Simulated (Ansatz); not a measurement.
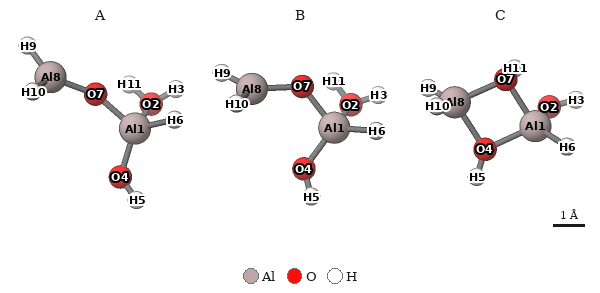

3 geometries from a converged minimum-energy path of Al2H6O3, shuffled. A ball-and-stick model, seen at a tilt.

These are results of RKS PBE0/def2-SVP (Ansatz 0.2.0), not measurements. Set-up: 9 movable images; climbing image; force threshold 0.05 eV/Å; iteration limit 60; starting path through a guess of the saddle point.

Question: One of them is the converged climbing image. Which?

Answer: B. In order along the path, whose images run from 0 to 10: C (image 2, +0.26 eV), B (image 7, +1.58 eV), A (image 10, +1.54 eV). Breaking: O4–Al8 (1.87 → 3.26 at the top → 4.16 Å), O7–H11 (0.96 → 2.09 at the top → 2.17 Å). Forming: O2–H11 (3.00 → 0.98 at the top → 0.97 Å).
